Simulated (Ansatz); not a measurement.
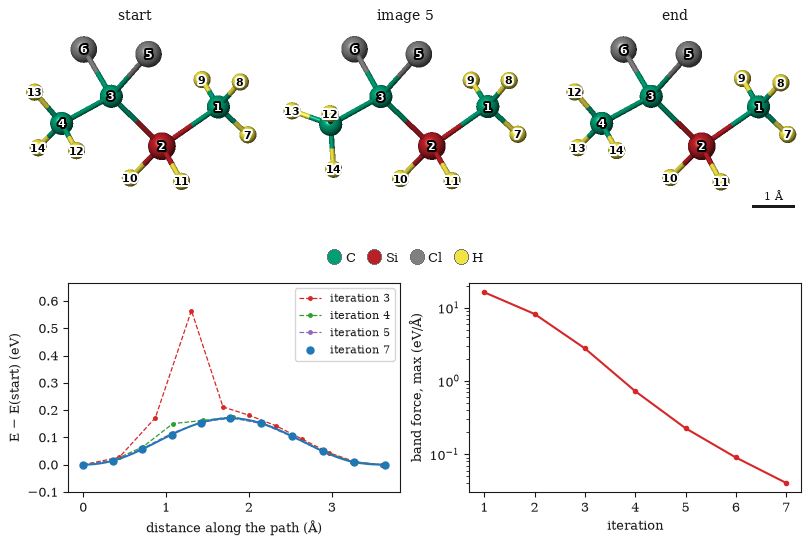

A search for the minimum-energy path of C$_{3}$H$_{8}$Cl$_{2}$Si by the nudged elastic band. Images are numbered from 0 (start) to 10 (end). The plot follows the band through its iterations. The picture is a ball-and-stick view, seen at a tilt.

Level of theory: RKS r2SCANh-D4/STO-3G (Ansatz 0.2.0). Set-up: 9 movable images; climbing image; force threshold 0.05 eV/Å; iteration limit 41; starting path through a guess of the saddle point.

**How did the profile develop, and is the result final?**

The result is final at these settings. The band converged in 7 iterations. The largest component of the band force went from 16 to 0.041 eV/Å. The climbing image converged on the top of the path. Its vibrational analysis gives one imaginary mode (252i cm⁻¹), as a transition state must have. The first iteration put the highest image at 5.804 eV. The barrier is about 0.171 eV in both directions, with image 5 at the top; the ends have the same energy.

Limits of the set-up: STO-3G is a minimal basis, so the numbers are rough.

Cost: 2.9 min on 1 thread of AMD EPYC 9R45 96-Core Processor (Zen 5), with other jobs on the host, peak memory 0.19 GiB.
